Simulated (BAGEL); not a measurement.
# MgCl2 (SMILES [Cl][Mg][Cl]): RI-MP2/cc-pVTZ (density fitting with qzvpp-jkfit)

What is the energy change on altering one bond length of MgCl2 at RI-MP2/cc-pVTZ (density fitting with qzvpp-jkfit)? 

Program for the calculation: BAGEL 1.2.2.

9 further runs of the same task are left out: 9 set aside as unsound or not needed. Runs told in other sessions of the task aren't counted.

### Step 1. The molecule

MgCl2: 3 atoms, total charge 0, spin state singlet. As SMILES, `[Cl][Mg][Cl]`. The coordinates come from a PBE0-D4/def2-TZVP relaxation.

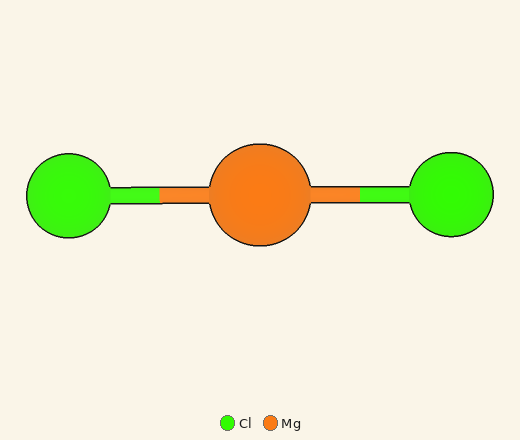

Viewed from a chosen angle; chlorine green, magnesium orange.

### Step 2. The energy at RI-MP2/cc-pVTZ (density fitting with qzvpp-jkfit)

The input, input.json:

```json
{ "bagel": [

{
  "title": "molecule",
  "basis": "cc-pvtz.json",
  "df_basis": "qzvpp-jkfit",
  "angstrom": true,
  "geometry": [
    { "atom": "Cl", "xyz": [    0.464200,    2.042800,    0.469200 ] },
    { "atom": "Mg", "xyz": [   -0.005100,   -0.021200,   -0.004700 ] },
    { "atom": "Cl", "xyz": [   -0.470100,   -2.086400,   -0.477600 ] }
  ]
},
{ "title": "hf" },
{ "title": "mp2", "ncore": 11 }

]}
```

The basis set cc-pVTZ is read from a file made from the Basis Set Exchange's data (not shown).

The run is started by

```
$ BAGEL_NUM_THREADS=1 BAGEL input.json > input.out
```

The program printed:

```text
* using 1 threads per process

  ===============================================================
  ===============================================================

  *** Geometry ***

  { "atom" : "Cl", "xyz" : [      0.877211,      3.860333,      0.886659 ] },
  { "atom" : "Mg", "xyz" : [     -0.009638,     -0.040062,     -0.008882 ] },
  { "atom" : "Cl", "xyz" : [     -0.888360,     -3.942725,     -0.902533 ] },

  Number of auxiliary basis functions:      368

  Since a DF basis is specified, we compute 2- and 3-index integrals:
    o Being stored without compression. Storage requirement is 0.031 GB

  Number of basis functions:      102
  Number of electrons      :       46

    * METHOD: MOLECULE                             0.50

  *** RHF ***

  === Nuclear Repulsion ===
   134.7899722609

      * DIIS with orbital gradients will be used.

  === RHF iteration (cc-pvtz.json) ===
      0      -1118.76514456          0.00919467           0.24
      1      -1118.81640265          0.00360699           0.18
      2      -1118.82465404          0.00055595           0.18
      3      -1118.82495499          0.00011714           0.18
      4      -1118.82497270          0.00003777           0.17
      5      -1118.82497435          0.00000804           0.19
      6      -1118.82497443          0.00000167           0.24
      7      -1118.82497444          0.00000041           0.15
      8      -1118.82497444          0.00000012           0.15
      9      -1118.82497444          0.00000003           0.16
     10      -1118.82497444          0.00000001           0.16
    * SCF iteration converged.

    * Permanent dipole moment:
           (    0.004590,    -0.001280,     0.001068) a.u.

    * METHOD: HF                                   2.47

  *** RHF ***

  === Nuclear Repulsion ===
   134.7899722609

      * DIIS with orbital gradients will be used.

  === RHF iteration (cc-pvtz.json) ===
      0      -1118.82497444          0.00000000           0.16
    * SCF iteration converged.

    * Permanent dipole moment:
           (    0.004590,    -0.001280,     0.001068) a.u.

  === DF-MP2 calculation ===

    * freezing 11 orbitals
    * 3-index integral transformation done
    * assembly done

      MP2 correlation energy:   -0.4279203073      0.11

      MP2 total energy:       -1119.2528947434

    * METHOD: MP2                                  0.46

  ===============================================================
```

It took 4.2 s on 1 thread of AMD EPYC, shared host; peak memory 0.11 GiB.

### Step 3. The distorted shape, same level

The input, input.json:

```json
{ "bagel": [

{
  "title": "molecule",
  "basis": "cc-pvtz.json",
  "df_basis": "qzvpp-jkfit",
  "angstrom": true,
  "geometry": [
    { "atom": "Cl", "xyz": [    0.533941,    2.352539,    0.540126 ] },
    { "atom": "Mg", "xyz": [    0.064641,    0.288539,    0.066226 ] },
    { "atom": "Cl", "xyz": [   -0.470100,   -2.086400,   -0.477600 ] }
  ]
},
{ "title": "hf", "charge": 0 },
{ "title": "mp2", "charge": 0, "ncore": 11 }

]}
```

The basis set cc-pVTZ is read from a file made from the Basis Set Exchange's data (not shown).

The run is started by

```
$ BAGEL_NUM_THREADS=1 BAGEL input.json > input.out
```

The program printed:

```text
* using 1 threads per process

  ===============================================================
  ===============================================================

  *** Geometry ***

  { "atom" : "Cl", "xyz" : [      1.009002,      4.445654,      1.020690 ] },
  { "atom" : "Mg", "xyz" : [      0.122154,      0.545260,      0.125149 ] },
  { "atom" : "Cl", "xyz" : [     -0.888360,     -3.942725,     -0.902533 ] },

  Number of auxiliary basis functions:      368

  Since a DF basis is specified, we compute 2- and 3-index integrals:
    o Being stored without compression. Storage requirement is 0.031 GB

  Number of basis functions:      102
  Number of electrons      :       46

    * METHOD: MOLECULE                             0.35

  *** RHF ***

  === Nuclear Repulsion ===
   125.8399644783

      * DIIS with orbital gradients will be used.

  === RHF iteration (cc-pvtz.json) ===
      0      -1118.74014944          0.00962662           0.19
      1      -1118.79719916          0.00400973           0.15
      2      -1118.80788950          0.00053561           0.17
      3      -1118.80818093          0.00011152           0.18
      4      -1118.80819708          0.00003621           0.18
      5      -1118.80819866          0.00000924           0.19
      6      -1118.80819878          0.00000199           0.19
      7      -1118.80819878          0.00000068           0.26
      8      -1118.80819878          0.00000019           0.18
      9      -1118.80819878          0.00000004           0.18
     10      -1118.80819878          0.00000002           0.18
     11      -1118.80819878          0.00000001           0.18
    * SCF iteration converged.

    * Permanent dipole moment:
           (   -0.121190,    -0.559525,    -0.126786) a.u.

    * METHOD: HF                                   2.58

  *** RHF ***

  === Nuclear Repulsion ===
   125.8399644783

      * DIIS with orbital gradients will be used.

  === RHF iteration (cc-pvtz.json) ===
      0      -1118.80819878          0.00000000           0.17
    * SCF iteration converged.

    * Permanent dipole moment:
           (   -0.121190,    -0.559525,    -0.126786) a.u.

  === DF-MP2 calculation ===

    * freezing 11 orbitals
    * 3-index integral transformation done
    * assembly done

      MP2 correlation energy:   -0.4268205905      0.12

      MP2 total energy:       -1119.2350193706

    * METHOD: MP2                                  0.51

  ===============================================================
```

Run time: 4.2 s. Hardware: 1 thread of AMD EPYC, shared host; peak memory 0.11 GiB.

### Step 4. Summary of results

Level: RI-MP2/cc-pVTZ (density fitting with qzvpp-jkfit), 11 core orbitals frozen.

| quantity | value |
| --- | --- |
| first shape: total energy | -1119.25289 Eh |
| first shape: correlation energy (11 core orbitals frozen) | -427.9 mEh |
| distorted shape: total energy | -1119.23502 Eh |
| distorted shape: correlation energy (11 core orbitals frozen) | -426.8 mEh |
| energy change with the Mg2–Cl3 bond stretched from 2.169 to 2.494 Å | 0.486 eV |

What this shows: With the Mg2–Cl3 bond stretched from 2.169 to 2.494 Å the energy rises by 0.49 eV (11.2 kcal/mol). The first shape isn't relaxed at this level, so the change isn't measured from a minimum.
